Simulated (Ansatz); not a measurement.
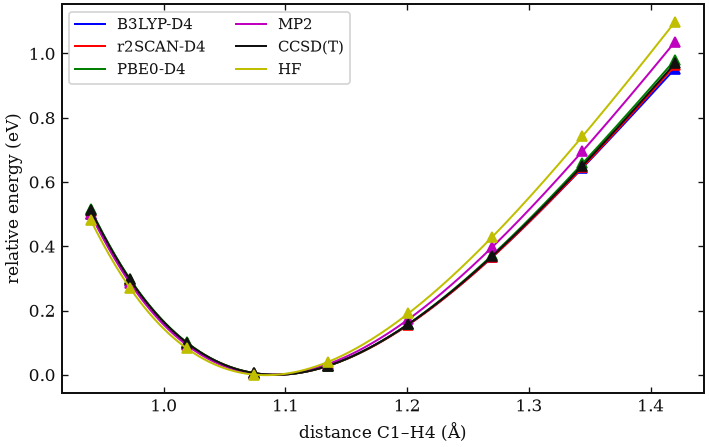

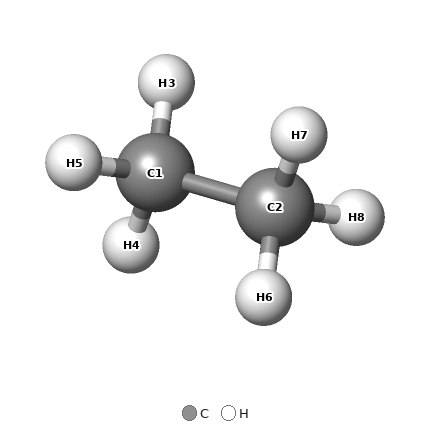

Relaxed scan of the stretch C1–H4 in C₂H₆, SMILES CC. The Ansatz code 0.2.0, def2-TZVPP, cores frozen in correlated methods. A stretch is scanned from the minimum (PBE0-D4/def2-TZVP); energies less that of the minimum at the same level. The other coordinates were relaxed with PBE0-D4, and all methods use those geometries. Splines pass through the computed points, which are marked.

Question: Which curve follows CCSD(T) best, and which worst?

Answer: Best r2SCAN-D4, worst HF; largest departures: r2SCAN-D4 0.007, PBE0-D4 0.011, B3LYP-D4 0.017, MP2 0.067, HF 0.129 eV. CCSD(T) is in the same finite basis, not at its limit.

Question: How far can the coupled-cluster curve be trusted along the scan?

Answer: The calculation's T1 diagnostic reaches at most 0.010 (at 1.42 Å), under the customary mark of 0.02, so it gives no sign of multireference character.

Question: Give the values at the computed points.

Answer: In eV:
| distance C1–H4 (Å) | B3LYP-D4 | r2SCAN-D4 | PBE0-D4 | MP2 | CCSD(T) | HF |
| --- | --- | --- | --- | --- | --- | --- |
| 0.94 | 0.502 | 0.509 | 0.515 | 0.500 | 0.512 | 0.481 |
| 0.97 | 0.291 | 0.296 | 0.300 | 0.287 | 0.298 | 0.271 |
| 1.02 | 0.097 | 0.099 | 0.100 | 0.092 | 0.099 | 0.082 |
| 1.07 | 0.005 | 0.005 | 0.005 | 0.003 | 0.005 | 0.000 |
| 1.14 | 0.028 | 0.027 | 0.028 | 0.033 | 0.028 | 0.040 |
| 1.20 | 0.157 | 0.156 | 0.158 | 0.173 | 0.158 | 0.191 |
| 1.27 | 0.367 | 0.366 | 0.373 | 0.398 | 0.370 | 0.429 |
| 1.34 | 0.644 | 0.646 | 0.658 | 0.696 | 0.651 | 0.742 |
| 1.42 | 0.953 | 0.963 | 0.980 | 1.036 | 0.969 | 1.098 |
